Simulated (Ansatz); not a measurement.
**Run report: CH₅Al, molecular dynamics (part 5 of 5)**

The same run, continued: CH₅Al; RKS PBE0-D4/def2-SVP (Ansatz 0.2.0). It belongs to a series of runs on one base structure; here: dynamics from the start.

Geometry of the input (Å):
```
Al -0.0067  -0.0069  0.0023
C  -0.0090  -0.0154  1.9576
H  -0.9819  -0.2992  2.3887
H  0.7615  -0.6896  2.3671
H  0.2330  0.9931  2.3391
H  1.3724  0.0089  -0.7981
H  -1.3694  0.0091  -0.8252
```

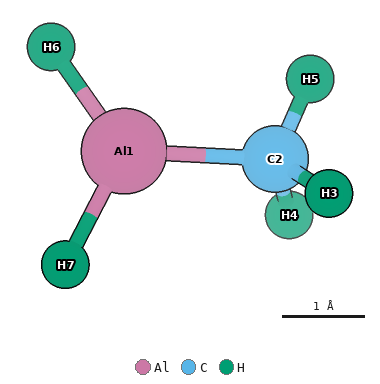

The geometry at step 220 of the log (ball-and-stick view, seen at a tilt; atoms are numbered from 1 in the order of the input).

**Trajectory as extended XYZ, continued**
```
7
Properties=species:S:1:pos:R:3:forces:R:3 step=190 time_fs=95.0 energy=-7707.31186 temperature=279.2
Al   -0.0897    0.1483    0.0221   -0.3200  -0.4961   0.7251
C     0.0274    0.0963    1.9582    0.7232   1.0807  -1.9464
H    -0.9010    0.1953    2.4128   -2.2460   0.2158   1.1358
H     0.4321   -0.8226    2.2475    0.8215  -2.1376   0.6068
H     0.6883    0.8398    2.3381    0.7819   1.0120   0.5416
H     1.0458    0.7459   -0.8089    0.6078   0.4368  -0.6347
H    -1.2965   -0.6411   -0.5748   -0.3685  -0.1116  -0.4282
7
Properties=species:S:1:pos:R:3:forces:R:3 step=192 time_fs=96.0 energy=-7707.31721 temperature=291.5
Al   -0.0928    0.1541    0.0242   -0.2966  -0.5287   0.5673
C     0.0256    0.0942    1.9551    0.7207   1.1681  -1.8407
H    -0.8989    0.2026    2.4171   -2.2165   0.2087   1.1256
H     0.4283   -0.8247    2.2448    0.8107  -2.1692   0.6056
H     0.6914    0.8349    2.3350    0.7733   0.9808   0.5189
H     1.0457    0.7548   -0.8114    0.5310   0.4106  -0.5747
H    -1.2929   -0.6503   -0.5783   -0.3225  -0.0703  -0.4020
7
Properties=species:S:1:pos:R:3:forces:R:3 step=195 time_fs=97.5 energy=-7707.35131 temperature=316.2
Al   -0.0971    0.1628    0.0278   -0.2639  -0.5742   0.2674
C     0.0230    0.0928    1.9477    0.6473   1.1527  -1.4115
H    -0.8996    0.2138    2.4251   -1.9441   0.1720   0.9928
H     0.4236   -0.8315    2.2415    0.6979  -1.9848   0.5299
H     0.6980    0.8295    2.3308    0.7009   0.8707   0.4534
H     1.0463    0.7682   -0.8161    0.4075   0.3651  -0.4770
H    -1.2876   -0.6641   -0.5842   -0.2456  -0.0016  -0.3551
7
Properties=species:S:1:pos:R:3:forces:R:3 step=198 time_fs=99.0 energy=-7707.40178 temperature=368.8
Al   -0.1010    0.1709    0.0313   -0.2292  -0.6116  -0.0959
C     0.0216    0.0935    1.9378    0.4406   0.9890  -0.6895
H    -0.9049    0.2258    2.4354   -1.4099   0.0951   0.7099
H     0.4205   -0.8414    2.2391    0.4977  -1.5801   0.3831
H     0.7059    0.8263    2.3278    0.5877   0.7217   0.3648
H     1.0482    0.7818   -0.8215    0.2743   0.3121  -0.3724
H    -1.2824   -0.6785   -0.5907   -0.1613   0.0738  -0.3000
7
Properties=species:S:1:pos:R:3:forces:R:3 step=200 time_fs=100.0 energy=-7707.43135 temperature=402.2
Al   -0.1034    0.1759    0.0336   -0.2029  -0.6276  -0.3576
C     0.0208    0.0952    1.9305    0.2688   0.8056  -0.1089
H    -0.9105    0.2340    2.4436   -0.9803   0.0298   0.4693
H     0.4190   -0.8497    2.2380    0.3336  -1.2218   0.2559
H     0.7115    0.8250    2.3258    0.5057   0.6187   0.3035
H     1.0496    0.7915   -0.8257    0.1823   0.2727  -0.2995
H    -1.2790   -0.6878   -0.5952   -0.1071   0.1226  -0.2629
7
Properties=species:S:1:pos:R:3:forces:R:3 step=202 time_fs=101.0 energy=-7707.45006 temperature=419.6
Al   -0.1060    0.1807    0.0357   -0.1682  -0.6368  -0.6240
C     0.0201    0.0974    1.9231    0.1228   0.5801   0.5057
H    -0.9167    0.2422    2.4522   -0.5570  -0.0384   0.2214
H     0.4178   -0.8594    2.2373    0.1554  -0.8157   0.1112
H     0.7172    0.8242    2.3246    0.4166   0.5107   0.2372
H     1.0511    0.8016   -0.8302    0.0883   0.2313  -0.2251
H    -1.2753   -0.6970   -0.6001   -0.0580   0.1688  -0.2264
7
Properties=species:S:1:pos:R:3:forces:R:3 step=205 time_fs=102.5 energy=-7707.45258 temperature=426.8
Al   -0.1099    0.1875    0.0385   -0.1081  -0.6394  -1.0090
C     0.0193    0.1016    1.9132   -0.0346   0.2287   1.3899
H    -0.9265    0.2539    2.4651    0.0186  -0.1325  -0.1278
H     0.4161   -0.8754    2.2362   -0.1007  -0.1969  -0.1057
H     0.7268    0.8242    2.3233    0.2682   0.3402   0.1370
H     1.0534    0.8179   -0.8373   -0.0535   0.1653  -0.1123
H    -1.2696   -0.7104   -0.6076    0.0101   0.2345  -0.1722
7
Properties=species:S:1:pos:R:3:forces:R:3 step=208 time_fs=104.0 energy=-7707.42719 temperature=388.5
Al   -0.1141    0.1941    0.0410   -0.0426  -0.6334  -1.3462
C     0.0182    0.1066    1.9059   -0.0966  -0.0874   2.1442
H    -0.9356    0.2649    2.4778    0.4754  -0.2084  -0.4148
H     0.4143   -0.8919    2.2348   -0.3215   0.3721  -0.2981
H     0.7371    0.8254    2.3229    0.1054   0.1643   0.0381
H     1.0556    0.8350   -0.8447   -0.1903   0.0979  -0.0021
H    -1.2643   -0.7227   -0.6148    0.0702   0.2949  -0.1211
7
Properties=species:S:1:pos:R:3:forces:R:3 step=210 time_fs=105.0 energy=-7707.40267 temperature=354.9
Al   -0.1169    0.1982    0.0420    0.0081  -0.6239  -1.5108
C     0.0177    0.1102    1.9032   -0.1256  -0.2609   2.5036
H    -0.9408    0.2719    2.4860    0.7147  -0.2488  -0.5653
H     0.4129   -0.9019    2.2334   -0.4359   0.6809  -0.3946
H     0.7441    0.8260    2.3230    0.0129   0.0698  -0.0126
H     1.0572    0.8464   -0.8500   -0.2795   0.0517   0.0694
H    -1.2610   -0.7304   -0.6195    0.1052   0.3312  -0.0898
7
Properties=species:S:1:pos:R:3:forces:R:3 step=212 time_fs=106.0 energy=-7707.37729 temperature=336.9
Al   -0.1199    0.2021    0.0425    0.0600  -0.6151  -1.6201
C     0.0174    0.1137    1.9025   -0.1590  -0.4144   2.7376
H    -0.9454    0.2790    2.4937    0.9107  -0.2839  -0.6832
H     0.4115   -0.9111    2.2315   -0.5289   0.9381  -0.4649
H     0.7512    0.8262    2.3230   -0.0575   0.0018  -0.0445
H     1.0586    0.8577   -0.8553   -0.3613   0.0084   0.1349
H    -1.2576   -0.7379   -0.6245    0.1361   0.3650  -0.0599
7
Properties=species:S:1:pos:R:3:forces:R:3 step=215 time_fs=107.5 energy=-7707.34866 temperature=309.5
Al   -0.1245    0.2079    0.0421    0.1338  -0.6074  -1.6608
C     0.0173    0.1187    1.9054   -0.1967  -0.5956   2.8314
H    -0.9501    0.2892    2.5043    1.1099  -0.3200  -0.7883
H     0.4085   -0.9231    2.2277   -0.6241   1.2300  -0.5198
H     0.7618    0.8266    2.3225   -0.1328  -0.0696  -0.0599
H     1.0591    0.8748   -0.8628   -0.4638  -0.0472   0.2174
H    -1.2519   -0.7489   -0.6322    0.1737   0.4098  -0.0199
7
Properties=species:S:1:pos:R:3:forces:R:3 step=218 time_fs=109.0 energy=-7707.33846 temperature=302.7
Al   -0.1288    0.2132    0.0403    0.2023  -0.5985  -1.5596
C     0.0174    0.1235    1.9130   -0.2241  -0.7315   2.6407
H    -0.9524    0.2984    2.5134    1.2073  -0.3361  -0.8141
H     0.4038   -0.9325    2.2227   -0.6722   1.4228  -0.5193
H     0.7721    0.8270    2.3216   -0.1725  -0.1074  -0.0403
H     1.0580    0.8920   -0.8692   -0.5419  -0.0934   0.2799
H    -1.2457   -0.7589   -0.6401    0.2011   0.4441   0.0127
7
Properties=species:S:1:pos:R:3:forces:R:3 step=220 time_fs=110.0 energy=-7707.34206 temperature=302.7
Al   -0.1314    0.2163    0.0383    0.2467  -0.5903  -1.4279
C     0.0175    0.1262    1.9203   -0.2271  -0.7771   2.3818
H    -0.9525    0.3046    2.5185    1.2196  -0.3403  -0.7914
H     0.3996   -0.9373    2.2187   -0.6797   1.4957  -0.4890
H     0.7786    0.8275    2.3212   -0.1901  -0.1292  -0.0182
H     1.0568    0.9035   -0.8732   -0.5853  -0.1215   0.3141
H    -1.2417   -0.7649   -0.6455    0.2158   0.4627   0.0306
7
Properties=species:S:1:pos:R:3:forces:R:3 step=222 time_fs=111.0 energy=-7707.35278 temperature=322.0
Al   -0.1339    0.2193    0.0357    0.2893  -0.5820  -1.2529
C     0.0174    0.1284    1.9297   -0.1987  -0.7909   2.0253
H    -0.9513    0.3105    2.5230    1.1813  -0.3367  -0.7316
H     0.3947   -0.9410    2.2141   -0.6723   1.5289  -0.4382
H     0.7850    0.8282    2.3209   -0.2059  -0.1509   0.0089
H     1.0553    0.9147   -0.8770   -0.6215  -0.1467   0.3426
H    -1.2375   -0.7705   -0.6510    0.2278   0.4783   0.0459
7
Properties=species:S:1:pos:R:3:forces:R:3 step=225 time_fs=112.5 energy=-7707.37620 temperature=355.3
Al   -0.1376    0.2235    0.0310    0.3532  -0.5632  -0.9460
C     0.0164    0.1303    1.9462   -0.0983  -0.7118   1.3705
H    -0.9483    0.3189    2.5283    1.0488  -0.3214  -0.5879
H     0.3861   -0.9433    2.2055   -0.6313   1.4795  -0.3226
H     0.7942    0.8292    2.3206   -0.2427  -0.1952   0.0493
H     1.0522    0.9314   -0.8821   -0.6648  -0.1797   0.3768
H    -1.2303   -0.7783   -0.6591    0.2350   0.4917   0.0599
7
Properties=species:S:1:pos:R:3:forces:R:3 step=228 time_fs=114.0 energy=-7707.39925 temperature=391.1
Al   -0.1413    0.2272    0.0255    0.4153  -0.5345  -0.6095
C     0.0144    0.1305    1.9651    0.0930  -0.5213   0.6163
H    -0.9432    0.3272    2.5323    0.8111  -0.2911  -0.3810
H     0.3758   -0.9423    2.1958   -0.5586   1.3187  -0.1745
H     0.8027    0.8301    2.3202   -0.2949  -0.2560   0.0845
H     1.0480    0.9480   -0.8862   -0.6965  -0.2084   0.4011
H    -1.2224   -0.7851   -0.6671    0.2306   0.4925   0.0631
7
Properties=species:S:1:pos:R:3:forces:R:3 step=230 time_fs=115.0 energy=-7707.40848 temperature=393.8
Al   -0.1437    0.2294    0.0213    0.4525  -0.5127  -0.3809
C     0.0128    0.1301    1.9786    0.2734  -0.3650   0.0740
H    -0.9384    0.3320    2.5342    0.5868  -0.2536  -0.2065
H     0.3683   -0.9402    2.1894   -0.4960   1.1605  -0.0692
H     0.8083    0.8300    2.3197   -0.3293  -0.2928   0.1107
H     1.0450    0.9590   -0.8883   -0.7119  -0.2253   0.4113
H    -1.2171   -0.7892   -0.6721    0.2246   0.4889   0.0607
7
Properties=species:S:1:pos:R:3:forces:R:3 step=232 time_fs=116.0 energy=-7707.40950 temperature=390.9
Al   -0.1459    0.2314    0.0170    0.4851  -0.4903  -0.1617
C     0.0116    0.1293    1.9922    0.4707  -0.1830  -0.4619
H    -0.9328    0.3363    2.5361    0.3341  -0.2058  -0.0214
H     0.3605   -0.9373    2.1833   -0.4215   0.9633   0.0357
H     0.8141    0.8294    2.3192   -0.3627  -0.3275   0.1365
H     1.0414    0.9696   -0.8900   -0.7218  -0.2391   0.4166
H    -1.2117   -0.7931   -0.6770    0.2160   0.4824   0.0561
7
Properties=species:S:1:pos:R:3:forces:R:3 step=235 time_fs=117.5 energy=-7707.39527 temperature=389.9
Al   -0.1487    0.2336    0.0105    0.5238  -0.4506   0.1336
C     0.0108    0.1276    2.0120    0.7361   0.1579  -1.2030
H    -0.9237    0.3425    2.5398   -0.0533  -0.1263   0.2414
H     0.3478   -0.9310    2.1745   -0.2807   0.5836   0.1914
H     0.8219    0.8282    2.3194   -0.3994  -0.3762   0.1707
H     1.0349    0.9855   -0.8920   -0.7279  -0.2565   0.4180
H    -1.2033   -0.7988   -0.6840    0.2013   0.4681   0.0479
7
Properties=species:S:1:pos:R:3:forces:R:3 step=238 time_fs=119.0 energy=-7707.36596 temperature=353.1
Al   -0.1506    0.2357    0.0040    0.5404  -0.4136   0.3882
C     0.0116    0.1259    2.0296    0.9011   0.5544  -1.8249
H    -0.9143    0.3486    2.5448   -0.3939  -0.0489   0.4541
H     0.3342   -0.9234    2.1658   -0.1146   0.1274   0.3331
H     0.8290    0.8263    2.3201   -0.4037  -0.4069   0.2037
H     1.0268    1.0008   -0.8929   -0.7166  -0.2640   0.4058
H    -1.1948   -0.8035   -0.6911    0.1873   0.4516   0.0399
7
Properties=species:S:1:pos:R:3:forces:R:3 step=240 time_fs=120.0 energy=-7707.34269 temperature=326.8
Al   -0.1513    0.2371   -0.0005    0.5405  -0.3930   0.5303
C     0.0130    0.1254    2.0392    0.9228   0.7985  -2.1490
H    -0.9087    0.3525    2.5487   -0.5608  -0.0053   0.5515
H     0.3250   -0.9186    2.1603   -0.0049  -0.1726   0.4091
H     0.8329    0.8245    2.3206   -0.3757  -0.4048   0.2293
H     1.0206    1.0105   -0.8937   -0.7009  -0.2636   0.3924
H    -1.1891   -0.8062   -0.6961    0.1790   0.4408   0.0364
7
Properties=species:S:1:pos:R:3:forces:R:3 step=242 time_fs=121.0 energy=-7707.32143 temperature=317.4
Al   -0.1517    0.2386   -0.0045    0.5349  -0.3716   0.6510
C     0.0153    0.1256    2.0472    0.8419   1.0108  -2.3918
H    -0.9038    0.3565    2.5534   -0.6544   0.0247   0.6013
H     0.3157   -0.9140    2.1548    0.1005  -0.4552   0.4709
H     0.8361    0.8225    2.3212   -0.3139  -0.3779   0.2597
H     1.0135    1.0199   -0.8940   -0.6777  -0.2581   0.3745
H    -1.1827   -0.8083   -0.7013    0.1686   0.4274   0.0344
7
Properties=species:S:1:pos:R:3:forces:R:3 step=245 time_fs=122.5 energy=-7707.29989 temperature=318.2
Al   -0.1517    0.2408   -0.0096    0.5103  -0.3431   0.7939
C     0.0202    0.1284    2.0554    0.5386   1.2025  -2.6180
H    -0.8976    0.3625    2.5617   -0.6652   0.0476   0.5954
H     0.3019   -0.9075    2.1472    0.2347  -0.8033   0.5332
H     0.8401    0.8181    2.3222   -0.1445  -0.2705   0.3202
H     1.0000    1.0334   -0.8947   -0.6254  -0.2384   0.3389
H    -1.1720   -0.8109   -0.7096    0.1515   0.4052   0.0365
7
Properties=species:S:1:pos:R:3:forces:R:3 step=248 time_fs=124.0 energy=-7707.29393 temperature=316.9
Al   -0.1516    0.2429   -0.0139    0.4818  -0.3104   0.8977
C     0.0267    0.1339    2.0589    0.0488   1.1989  -2.6811
H    -0.8931    0.3683    2.5714   -0.5156   0.0451   0.4919
H     0.2878   -0.9028    2.1408    0.3278  -0.9931   0.5595
H     0.8440    0.8129    2.3231    0.0899  -0.1073   0.3920
H     0.9844    1.0467   -0.8952   -0.5638  -0.2119   0.2978
H    -1.1607   -0.8129   -0.7182    0.1311   0.3787   0.0421
7
Properties=species:S:1:pos:R:3:forces:R:3 step=250 time_fs=125.0 energy=-7707.29770 temperature=327.0
Al   -0.1515    0.2442   -0.0164    0.4632  -0.2870   0.9496
C     0.0312    0.1389    2.0588   -0.3396   1.0946  -2.6419
H    -0.8913    0.3725    2.5785   -0.3425   0.0307   0.3765
H     0.2785   -0.9008    2.1377    0.3643  -1.0182   0.5605
H     0.8469    0.8096    2.3238    0.2592   0.0124   0.4396
H     0.9734    1.0554   -0.8955   -0.5199  -0.1912   0.2685
H    -1.1530   -0.8135   -0.7244    0.1153   0.3587   0.0471
```
